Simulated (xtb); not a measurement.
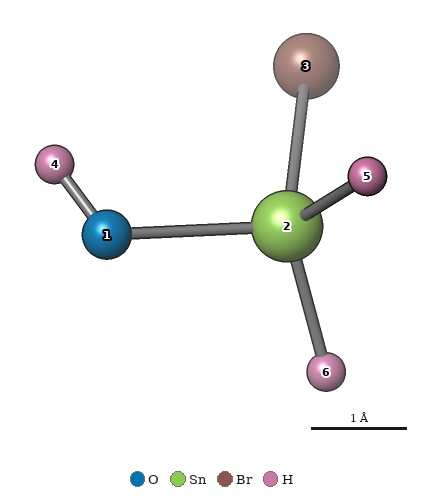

Figure 1. The structure as given in the input (ball-and-stick view, seen at a tilt; atoms are numbered from 1 in the order of the input). Sticks mark near contacts. Bond lengths as drawn: Br–Sn 2.47 Å, H–O 0.96 Å, H–Sn 1.68 to 1.69 Å and O–Sn 1.94 Å.

**Run report: SnH3BrO, frequency calculation (part 1 of 2)**

The run: frequency calculation of SnH3BrO. Method and program: GFN2-xTB (xtb 6.7.1 later snapshot).

The geometry was optimised with GFN2-xTB.

**What the program printed**
```
* xtb version 6.7.1
   ID    Z sym.   atoms
    1    8 O      1
    2   50 Sn     2
    3   35 Br     3
    4    1 H      4-6

           -------------------------------------------------
          |                Calculation Setup                |
           -------------------------------------------------

          program call               : xtb struc.xyz --hess --raman --ptb
          coordinate file            : struc.xyz
          omp threads                :                     1

           -------------------------------------------------
          |                 G F N 2 - x T B                 |
           -------------------------------------------------

      * Hamiltonian:
        H0-scaling (s, p, d)           1.850000    2.230000    2.230000
        zeta-weighting                 0.500000
      * Dispersion:
        s8                             2.700000
        a1                             0.520000
        a2                             5.000000
        s9                             5.000000
      * Repulsion:
        kExp                           1.500000    1.000000
        rExp                           1.000000
      * Coulomb:
        alpha                          2.000000
        third order                    shell-resolved
        anisotropic                    true
        a3                             3.000000
        a5                             4.000000
        cn-shift                       1.200000
        cn-exp                         4.000000
        max-rad                        5.000000

          ...................................................
          :                      SETUP                      :
          :.................................................:
          :  # basis functions                  27          :
          :  # atomic orbitals                  25          :
          :  # shells                           11          :
          :  # electrons                        20          :
          :  max. iterations                   250          :
          :  Hamiltonian                  GFN2-xTB          :
          :  restarted?                      false          :
          :  GBSA solvation                  false          :
          :  PC potential                    false          :
          :  electronic temp.          300.0000000     K    :
          :  accuracy                    1.0000000          :
          :  -> integral cutoff          0.2500000E+02      :
          :  -> integral neglect         0.1000000E-07      :
          :  -> SCF convergence          0.1000000E-05 Eh   :
          :  -> wf. convergence          0.1000000E-03 e    :
          :  Broyden damping             0.4000000          :
          :  net charge                          0          :
          :  unpaired electrons                  0          :
          ...................................................

 iter      E             dE          RMSdq      gap      omega  full diag
   1    -10.8988997 -0.108989E+02  0.198E+01    3.12       0.0  T
   2    -10.6557863  0.243113E+00  0.304E+01    4.94       1.0  T
   3    -11.7079283 -0.105214E+01  0.140E+01    4.81       1.0  T
   4    -11.7866213 -0.786930E-01  0.705E+00    4.49       1.0  T
   5    -11.7969203 -0.102991E-01  0.731E+00    3.64       1.0  T
   6    -11.8369103 -0.399900E-01  0.174E+00    4.09       1.0  T
   7    -11.8370129 -0.102535E-03  0.151E+00    4.08       1.0  T
   8    -11.8380718 -0.105888E-02  0.641E-01    4.12       1.0  T
   9    -11.8383190 -0.247193E-03  0.595E-01    4.17       1.0  T
  10    -11.8385207 -0.201736E-03  0.236E-01    4.10       1.0  T
  11    -11.8385365 -0.158483E-04  0.105E-01    4.11       1.0  T
  12    -11.8385467 -0.101701E-04  0.878E-03    4.13       4.6  T
  13    -11.8385469 -0.202686E-06  0.869E-03    4.13       4.7  T
  14    -11.8385470 -0.369328E-07  0.688E-03    4.13       5.9  T
  15    -11.8385470 -0.286747E-07  0.344E-03    4.13      11.9  T
  16    -11.8385470 -0.658129E-08  0.494E-04    4.13      82.7  T
  17    -11.8385470 -0.218115E-09  0.190E-04    4.13     214.8  T

   *** convergence criteria satisfied after 17 iterations ***

         #    Occupation            Energy/Eh            Energy/eV
      -------------------------------------------------------------
         1        2.0000           -0.8547954             -23.2602
       ...           ...                  ...                  ...
         4        2.0000           -0.5602930             -15.2463
         5        2.0000           -0.4901241             -13.3370
         6        2.0000           -0.4870264             -13.2527
         7        2.0000           -0.4639397             -12.6244
         8        2.0000           -0.4583140             -12.4714
         9        2.0000           -0.4303244             -11.7097
        10        2.0000           -0.4292191             -11.6796 (HOMO)
        11                         -0.2776001              -7.5539 (LUMO)
        12                         -0.1720130              -4.6807
        13                         -0.1429156              -3.8889
        14                         -0.1311981              -3.5701
        15                         -0.0716444              -1.9495
       ...                                ...                  ...
        25                          0.9123067              24.8251
      -------------------------------------------------------------
                  HL-Gap            0.1516190 Eh            4.1258 eV
             Fermi-level           -0.3534096 Eh           -9.6168 eV

 SCC (total)                   0 d,  0 h,  0 min,  0.003 sec
 SCC setup                      ...        0 min,  0.000 sec (  1.578%)
 Dispersion                     ...        0 min,  0.000 sec (  0.631%)
 classical contributions        ...        0 min,  0.000 sec (  0.129%)
 integral evaluation            ...        0 min,  0.000 sec ( 12.232%)
 iterations                     ...        0 min,  0.002 sec ( 67.035%)
 molecular gradient             ...        0 min,  0.001 sec ( 17.094%)
 printout                       ...        0 min,  0.000 sec (  1.036%)

         :::::::::::::::::::::::::::::::::::::::::::::::::::::
         ::                     SUMMARY                     ::
         :::::::::::::::::::::::::::::::::::::::::::::::::::::
         :: total energy             -11.809638088296 Eh    ::
         :: gradient norm              0.000053633481 Eh/a0 ::
         :: HOMO-LUMO gap              4.125762473732 eV    ::
         ::.................................................::
         :: SCC energy               -11.838545406052 Eh    ::
         :: -> isotropic ES            0.027637190850 Eh    ::
         :: -> anisotropic ES         -0.000935702223 Eh    ::
         :: -> anisotropic XC         -0.005993777730 Eh    ::
         :: -> dispersion             -0.003220807461 Eh    ::
         :: repulsion energy           0.028907317755 Eh    ::
         :: add. restraining           0.000000000000 Eh    ::
         :: total charge              -0.000000000000 e     ::
         :::::::::::::::::::::::::::::::::::::::::::::::::::::

           -------------------------------------------------
          |                Numerical Hessian                |
           -------------------------------------------------
step length          :   0.00500
SCC accuracy         :   0.30000
Hessian scale factor :   1.00000
frozen atoms in %    :   0.00000    0
RMS gradient         :   0.00005
estimated CPU  time      0.00 min
Hessian matrix computed using GFN2-xTB.

           -------------------------------------------------
          |                      P T B                      |
           -------------------------------------------------

                              @@@ @

Calculating vibrational intensities using PTB ...
estimated CPU  time      0.01 min
... done.

writing file <hessian>, containing the non-mass-weighted Hessian matrix in atomic units (Eₕ/Bohr²).

 projected vibrational frequencies (cm⁻¹)
eigval :       -0.00    -0.00    -0.00    -0.00     0.00     0.00
eigval :       77.67   129.26   233.81   341.35   438.18   462.98
eigval :      513.01   624.78   789.36  1486.69  1667.38  3643.82
           -------------------------------------------------
          |                Property Printout                |
           -------------------------------------------------

    * Orbital Energies and Occupations

         #    Occupation            Energy/Eh            Energy/eV
      -------------------------------------------------------------
         1        2.0000           -0.8547956             -23.2602
         2        2.0000           -0.8117915             -22.0900
         3        2.0000           -0.6791161             -18.4797
         4        2.0000           -0.5602931             -15.2464
         5        2.0000           -0.4901239             -13.3370
         6        2.0000           -0.4870264             -13.2527
         7        2.0000           -0.4639398             -12.6244
         8        2.0000           -0.4583141             -12.4714
         9        2.0000           -0.4303249             -11.7097
        10        2.0000           -0.4292196             -11.6797 (HOMO)
        11                         -0.2776000              -7.5539 (LUMO)
        12                         -0.1720127              -4.6807
        13                         -0.1429154              -3.8889
        14                         -0.1311978              -3.5701
        15                         -0.0716441              -1.9495
        16                         -0.0404121              -1.0997
        17                          0.0364192               0.9910
        18                          0.0388197               1.0563
        19                          0.0658476               1.7918
        20                          0.0789066               2.1472
        21                          0.0992091               2.6996
       ...                                ...                  ...
        25                          0.9123069              24.8251
      -------------------------------------------------------------
                  HL-Gap            0.1516196 Eh            4.1258 eV
             Fermi-level           -0.3534098 Eh           -9.6168 eV

     #   Z          covCN         q      C6AA      α(0)
Molecule has no symmetry elements
It seems to be the C1 point group
     1   8          1.579    -0.497    22.880     6.455
     2  50          3.483     0.323   321.046    32.852
     3  35          0.835    -0.192   190.115    22.231
     4   1          0.820     0.309     0.693     1.306
     5   1          0.929     0.024     2.668     2.554
     6   1          0.931     0.033     2.542     2.493

 Mol. C6AA /au·bohr⁶  :       1629.101976
 Mol. C8AA /au·bohr⁸  :     118886.367311
 Mol. α(0) /au        :         67.890212
```
